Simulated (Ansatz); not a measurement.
Input

```
crystal:
  periodic: [false, false, false]
  atoms:
    - { symbol: Sn, position_ang: [0.0, 0.0, 0.0] }
    - { symbol: O, position_ang: [0.0, 0.0, 2.31] }
    - { symbol: H, position_ang: [-0.9095, -0.2814, 2.6471] }
    - { symbol: O, position_ang: [1.8483, 0.0, -0.6527] }
    - { symbol: H, position_ang: [2.1646, -0.9521, -0.7693] }
    - { symbol: O, position_ang: [-0.9232, 1.5994, -0.6527] }
    - { symbol: H, position_ang: [-1.881, 1.3686, -0.8751] }
    - { symbol: O, position_ang: [-0.9232, -1.5994, -0.6527] }
    - { symbol: H, position_ang: [-1.3778, -2.065, 0.1197] }
    - { symbol: Cl, position_ang: [1.4213, 2.1433, 0.8545] }
    - { symbol: H, position_ang: [0.7379, 1.1128, 2.0705] }
basis:
  gaussian: { orbitals: def2-SVP }
hamiltonian:
  xc: lda
relax:
  f_tol: 0.15
  max_steps: 25
  restrain:
    - { distance: [0, 9], at: 3.61, k: 30.0 }
    - { distance: [10, 1], at: 2.21, k: 30.0 }
    - { distance: [0, 1], at: 1.96, k: 30.0 }
    - { distance: [10, 9], at: 1.37, k: 30.0 }
output:
  orbitals: {}
```

Run with:

```sh
ansatz run input.yaml --threads 4 --pin off --max-ram 5120MiB --backend cpu --events-out ev --progress --plain --runs-dir out
```

The fields are those of the run's last geometry, not of the input's.

Core potentials replace the inner electrons of Sn; not at a stationary point (largest force 0.9 eV/Å).

Method: RKS LDA/def2-SVP in Ansatz 0.2.0.

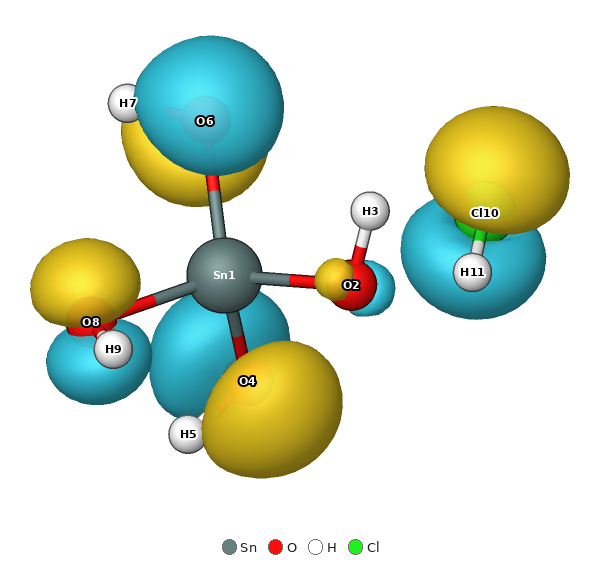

H$_{4}$O$_{4}$Sn···HCl. The HOMO at ±0.1 Å⁻³ᐟ² (yellow and cyan are the two phases), seen at a tilt.

Describe this orbital and give its energy.

It lies mainly on O4 (about 30 %), O6 (about 30 %), Cl10 (about 20 %) and O8 (about 10 %); largely a combination of lone pairs on O4, O6, Cl10 and O8. Its energy is −7.18 eV.
